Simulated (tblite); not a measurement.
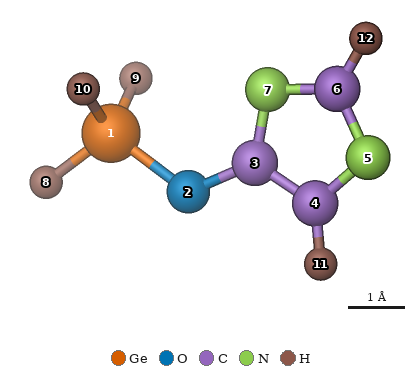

*The structure as given in the input (ball-and-stick view, seen at a tilt; atoms are numbered from 1 in the order of the input). Sticks mark near contacts.*

# Geometry relaxation of C3H5GeN2O (charge −1)

C3H5GeN2O, charge −1, SMILES [GeH3][O]c1c[n-]cn1, computed with GFN2-xTB geometry optimisation, gas phase (tblite 0.8.0).

### Input
```
{"job": {"xc": "GFN2-xTB", "basis": "xTB", "kind": "relax"}, "charge": -1, "multiplicity": 1}
Ge    -2.242600     0.709000     0.025000
O     -1.059800    -0.608500     0.346600
C      0.312600    -0.474200     0.078900
C      1.255300    -1.421600     0.291800
N      2.447200    -0.947900    -0.081400
C      2.166900     0.296900    -0.541500
N      0.866500     0.632100    -0.459100
H     -3.662000     0.249500     0.450000
H     -2.237600     1.044500    -1.486200
H     -1.863500     1.972500     0.840800
H      1.094600    -2.415800     0.717200
H      2.923600     0.962800    -0.928100
```

The first line tells a small driver script what to run in tblite; the rest is the geometry in Å.

Run on 1 CPU thread, shared host.

Command:
```bash
OMP_NUM_THREADS=1 python <driver script> task.json out
```

### The program's output
```
step      E/eV     max force
  0    -572.54269    1.753
  1    -572.63514    1.044
  2    -572.68051    0.696
  3    -572.72443    0.725
  4    -572.74452    0.645
  5    -572.78307    0.456
  6    -572.79420    0.405
  7    -572.81415    0.395
  8    -572.82650    0.425
  9    -572.84206    0.282
 10    -572.85024    0.242
 11    -572.85776    0.216
 12    -572.86421    0.291
 13    -572.87203    0.356
 14    -572.88251    0.338
 15    -572.89398    0.389
 16    -572.90381    0.345
 17    -572.91500    0.406
 18    -572.93067    0.414
 19    -572.94786    0.393
 20    -572.96650    0.341
 21    -572.98467    0.284
 22    -572.99759    0.271
 23    -573.00754    0.261
 24    -573.01607    0.237
 25    -573.02253    0.254
 26    -573.02838    0.218
 27    -573.03332    0.174
 28    -573.03603    0.111
 29    -573.03692    0.055
 30    -573.03714    0.039
 31    -573.03725    0.026
 32    -573.03732    0.029
 33    -573.03737    0.019
 34    -573.03742    0.024
 35    -573.03746    0.023
 36    -573.03751    0.016
 37    -573.03754    0.012
 38    -573.03755    0.008
 39    -573.03755    0.006
 40    -573.03756    0.007
 41    -573.03757    0.007
 42    -573.03757    0.005
 43    -573.03757    0.003
 44    -573.03757    0.002
```

### Trajectory as extended XYZ (Å, eV, eV/Å), 12 frames, from step=0 to step=44
```
12
Properties=species:S:1:pos:R:3:forces:R:3 step=0 energy=-572.54269
Ge   -2.2426    0.7090    0.0250    1.4410  -0.1640  -0.1510
O    -1.0598   -0.6085    0.3466   -0.7000   0.6500  -0.1070
C     0.3126   -0.4742    0.0789   -1.2940   0.6050  -0.1240
C     1.2553   -1.4216    0.2918   -0.4500  -1.3600   0.7090
N     2.4472   -0.9479   -0.0814    0.9730   1.2450  -0.7580
C     2.1669    0.2969   -0.5415   -0.3000  -1.0030   0.5280
N     0.8665    0.6321   -0.4591   -0.0050   0.2410  -0.0910
H    -3.6620    0.2495    0.4500    0.5260  -0.0900  -0.0710
H    -2.2376    1.0445   -1.4862   -0.1380  -0.0380   0.4830
H    -1.8635    1.9725    0.8408   -0.2380  -0.3620  -0.2820
H     1.0946   -2.4158    0.7172    0.2510   0.3280  -0.1690
H     2.9236    0.9628   -0.9281   -0.0670  -0.0520   0.0330
12
Properties=species:S:1:pos:R:3:forces:R:3 step=4 energy=-572.74452
Ge   -2.1560    0.7125    0.0108   -0.2960   0.2220  -0.0490
O    -1.0973   -0.5722    0.3418    0.3950  -0.3510   0.0860
C     0.2782   -0.4729    0.0768   -0.1100   0.0460   0.0190
C     1.2384   -1.4244    0.3022   -0.1470  -0.3410   0.1290
N     2.4453   -0.9308   -0.0949   -0.1800   0.0880   0.0190
C     2.1446    0.2874   -0.5290   -0.2010   0.0330  -0.0020
N     0.8465    0.6364   -0.4570   -0.1890  -0.0460   0.0520
H    -3.5900    0.2424    0.4388    0.6360  -0.0440  -0.1010
H    -2.2471    1.0433   -1.4492    0.0150   0.0800  -0.1010
H    -1.8798    1.9458    0.8179    0.0570   0.1280   0.0170
H     1.1150   -2.4178    0.7151    0.0940   0.1210  -0.0590
H     2.9035    0.9497   -0.9194   -0.0740   0.0630  -0.0090
12
Properties=species:S:1:pos:R:3:forces:R:3 step=8 energy=-572.82650
Ge   -2.1078    0.7361   -0.0070    0.3400   0.2190  -0.1300
O    -1.0997   -0.6033    0.3586   -0.1240   0.0340   0.0030
C     0.2513   -0.4905    0.0897    0.0740  -0.2760   0.0970
C     1.2161   -1.4389    0.3082    0.1080   0.1910  -0.0750
N     2.4111   -0.9122   -0.0951   -0.0200  -0.0840   0.0150
C     2.0925    0.2977   -0.5265    0.0080   0.1030  -0.0290
N     0.7891    0.6297   -0.4447   -0.1010  -0.1220   0.0620
H    -3.4349    0.2114    0.4212   -0.3090  -0.1950   0.1280
H    -2.2451    1.0681   -1.4675    0.1330   0.0540  -0.0170
H    -1.8688    1.9751    0.8135    0.1240   0.0230  -0.0710
H     1.1379   -2.4300    0.7173   -0.0390  -0.0500   0.0250
H     2.8597    0.9562   -0.9138   -0.1930   0.1030  -0.0100
12
Properties=species:S:1:pos:R:3:forces:R:3 step=12 energy=-572.86421
Ge   -2.0469    0.7701   -0.0301   -0.2070  -0.1810   0.0950
O    -1.1156   -0.6247    0.3711   -0.0050  -0.0240   0.0060
C     0.2335   -0.5352    0.1122   -0.0450   0.0690  -0.0300
C     1.2239   -1.4511    0.3125   -0.0100  -0.1150   0.0560
N     2.4005   -0.8967   -0.1015    0.0420   0.0400  -0.0240
C     2.0491    0.3095   -0.5239   -0.0540  -0.0210   0.0150
N     0.7363    0.5994   -0.4238   -0.0020   0.0380  -0.0030
H    -3.3836    0.1674    0.4277    0.0670   0.2240  -0.0930
H    -2.2082    1.0995   -1.4965    0.1560   0.0050   0.0700
H    -1.8251    2.0117    0.8016    0.1220  -0.0540  -0.0900
H     1.1468   -2.4430    0.7213    0.1000  -0.0680   0.0090
H     2.7904    0.9923   -0.9164   -0.1640   0.0870  -0.0110
12
Properties=species:S:1:pos:R:3:forces:R:3 step=16 energy=-572.90381
Ge   -2.0318    0.7650   -0.0318    0.3140  -0.0440  -0.0250
O    -1.1351   -0.6539    0.3846   -0.1070  -0.3000   0.1320
C     0.2139   -0.5821    0.1319   -0.0560   0.0190   0.0620
C     1.2347   -1.4733    0.3256   -0.0900   0.1320  -0.1220
N     2.3911   -0.8777   -0.1122   -0.1130   0.0460   0.0720
C     1.9923    0.3201   -0.5172   -0.0030   0.0740  -0.0610
N     0.6784    0.5672   -0.3978   -0.0680   0.0530  -0.0280
H    -3.3598    0.1992    0.4117   -0.1790   0.1740  -0.0370
H    -2.1025    1.1280   -1.4887    0.0210  -0.0920  -0.0460
H    -1.7297    2.0144    0.7476    0.0350  -0.0390   0.0850
H     1.1923   -2.4739    0.7255    0.1170   0.0470  -0.0360
H     2.6573    1.0664   -0.9253    0.1280  -0.0690   0.0040
12
Properties=species:S:1:pos:R:3:forces:R:3 step=20 energy=-572.96650
Ge   -1.9338    0.7334   -0.0357   -0.1010   0.1700  -0.0560
O    -1.1803   -0.7749    0.4384    0.2190   0.2390  -0.1070
C     0.1645   -0.6314    0.1696    0.0520  -0.2260  -0.0330
C     1.2227   -1.4803    0.3179    0.2180  -0.0780   0.1290
N     2.3466   -0.8263   -0.1142    0.0360   0.1690  -0.1970
C     1.9014    0.3540   -0.5201   -0.2370   0.0220   0.1110
N     0.5757    0.5412   -0.3709   -0.1840  -0.2170   0.1170
H    -3.3581    0.3215    0.3642    0.0440   0.1760  -0.0800
H    -1.9606    1.1236   -1.4877   -0.0180  -0.2510  -0.0950
H    -1.5965    1.9941    0.7104    0.0390  -0.1130   0.2420
H     1.2904   -2.4872    0.7145   -0.1270   0.2330  -0.0760
H     2.5293    1.1316   -0.9325    0.0600  -0.1230   0.0450
12
Properties=species:S:1:pos:R:3:forces:R:3 step=24 energy=-573.01607
Ge   -1.8738    0.7425   -0.0492    0.0340   0.0280  -0.0060
O    -1.1923   -0.8180    0.4604   -0.1280  -0.0080   0.0140
C     0.1432   -0.6910    0.1874   -0.0250   0.0980   0.0020
C     1.2443   -1.4800    0.3237   -0.0660  -0.0180  -0.0230
N     2.3230   -0.7739   -0.1399    0.0470  -0.1150   0.0850
C     1.8177    0.3858   -0.5125    0.1360  -0.0310  -0.0570
N     0.4901    0.5028   -0.3420    0.1010   0.1140  -0.0640
H    -3.3380    0.4234    0.3202    0.0610   0.0740  -0.0420
H    -1.8887    1.0721   -1.5138   -0.0460  -0.1430  -0.0830
H    -1.5159    1.9664    0.7429   -0.0070  -0.0380   0.1640
H     1.3338   -2.4785    0.7036    0.0370  -0.1450   0.0510
H     2.4577    1.1477   -0.9267   -0.1440   0.1840  -0.0400
12
Properties=species:S:1:pos:R:3:forces:R:3 step=28 energy=-573.03603
Ge   -1.8605    0.7483   -0.0524    0.0700   0.0280  -0.0280
O    -1.2043   -0.8220    0.4633    0.0820   0.0170  -0.0220
C     0.1374   -0.6911    0.1888    0.0110  -0.0090   0.0200
C     1.2423   -1.4818    0.3235   -0.0390  -0.0020  -0.0080
N     2.3227   -0.7717   -0.1384   -0.0560  -0.0020   0.0130
C     1.8150    0.3877   -0.5165   -0.0010  -0.0200   0.0140
N     0.4871    0.5035   -0.3430    0.0230  -0.0640   0.0120
H    -3.3389    0.4969    0.2913   -0.0300  -0.0340   0.0180
H    -1.8778    1.0057   -1.5340    0.0060  -0.0140   0.0080
H    -1.4943    1.9325    0.7986    0.0100  -0.0130   0.0040
H     1.3498   -2.4863    0.7038   -0.0470   0.0970  -0.0280
H     2.4227    1.1777   -0.9310   -0.0290   0.0160  -0.0020
12
Properties=species:S:1:pos:R:3:forces:R:3 step=32 energy=-573.03732
Ge   -1.8470    0.7526   -0.0566   -0.0050  -0.0090   0.0050
O    -1.2029   -0.8237    0.4639   -0.0050  -0.0120   0.0060
C     0.1355   -0.6954    0.1920   -0.0070   0.0110  -0.0060
C     1.2402   -1.4826    0.3231    0.0000   0.0000   0.0000
N     2.3185   -0.7700   -0.1384    0.0160  -0.0060  -0.0010
C     1.8089    0.3880   -0.5153    0.0050   0.0050  -0.0030
N     0.4816    0.4982   -0.3405   -0.0110   0.0260  -0.0050
H    -3.3292    0.4914    0.2914    0.0100   0.0000  -0.0010
H    -1.8731    1.0060   -1.5387    0.0080  -0.0060   0.0020
H    -1.4876    1.9353    0.8004    0.0080  -0.0090  -0.0020
H     1.3474   -2.4836    0.7034   -0.0200  -0.0060   0.0070
H     2.4088    1.1830   -0.9307    0.0010   0.0060  -0.0030
12
Properties=species:S:1:pos:R:3:forces:R:3 step=36 energy=-573.03751
Ge   -1.8476    0.7502   -0.0555    0.0010   0.0050  -0.0040
O    -1.2021   -0.8250    0.4642   -0.0030   0.0090  -0.0040
C     0.1357   -0.6927    0.1907    0.0010  -0.0070   0.0050
C     1.2394   -1.4812    0.3224   -0.0020   0.0020   0.0000
N     2.3191   -0.7700   -0.1386   -0.0130   0.0090  -0.0020
C     1.8098    0.3885   -0.5155   -0.0020   0.0080  -0.0030
N     0.4823    0.5012   -0.3413    0.0030  -0.0120   0.0030
H    -3.3295    0.4936    0.2907   -0.0030  -0.0080   0.0040
H    -1.8707    1.0018   -1.5378    0.0050  -0.0040   0.0030
H    -1.4851    1.9312    0.8016    0.0060  -0.0050   0.0000
H     1.3414   -2.4824    0.7042   -0.0050   0.0000   0.0000
H     2.4085    1.1842   -0.9311    0.0140   0.0040  -0.0030
12
Properties=species:S:1:pos:R:3:forces:R:3 step=40 energy=-573.03756
Ge   -1.8481    0.7504   -0.0556   -0.0040   0.0020   0.0010
O    -1.2022   -0.8239    0.4637    0.0000  -0.0010   0.0000
C     0.1357   -0.6921    0.1906   -0.0030   0.0050  -0.0020
C     1.2390   -1.4808    0.3223   -0.0030  -0.0010   0.0010
N     2.3187   -0.7697   -0.1388    0.0020  -0.0030   0.0010
C     1.8102    0.3892   -0.5159   -0.0010  -0.0030   0.0010
N     0.4827    0.5016   -0.3415   -0.0020   0.0060  -0.0020
H    -3.3294    0.4910    0.2918    0.0000  -0.0020   0.0010
H    -1.8703    1.0012   -1.5375    0.0030  -0.0020  -0.0020
H    -1.4845    1.9305    0.8016    0.0030   0.0000   0.0010
H     1.3387   -2.4821    0.7045    0.0050   0.0020  -0.0020
H     2.4108    1.1840   -0.9313   -0.0020  -0.0030   0.0020
12
Properties=species:S:1:pos:R:3:forces:R:3 step=44 energy=-573.03757
Ge   -1.8489    0.7504   -0.0554    0.0000   0.0000   0.0000
O    -1.2024   -0.8234    0.4636   -0.0010   0.0000   0.0010
C     0.1354   -0.6912    0.1904   -0.0010  -0.0010  -0.0010
C     1.2384   -1.4804    0.3223    0.0000   0.0010   0.0000
N     2.3185   -0.7698   -0.1386    0.0000   0.0000   0.0000
C     1.8103    0.3891   -0.5159    0.0010   0.0000   0.0010
N     0.4829    0.5024   -0.3419    0.0010  -0.0010   0.0010
H    -3.3300    0.4905    0.2921    0.0000   0.0000   0.0000
H    -1.8694    1.0001   -1.5376    0.0000   0.0000   0.0000
H    -1.4835    1.9297    0.8021    0.0000   0.0000   0.0000
H     1.3386   -2.4817    0.7042    0.0000   0.0010   0.0000
H     2.4114    1.1836   -0.9312    0.0000   0.0000   0.0000
```

### Key numbers

- outcome: converged
- total energy: −573.0376 eV
- peak memory: 0.18 GiB
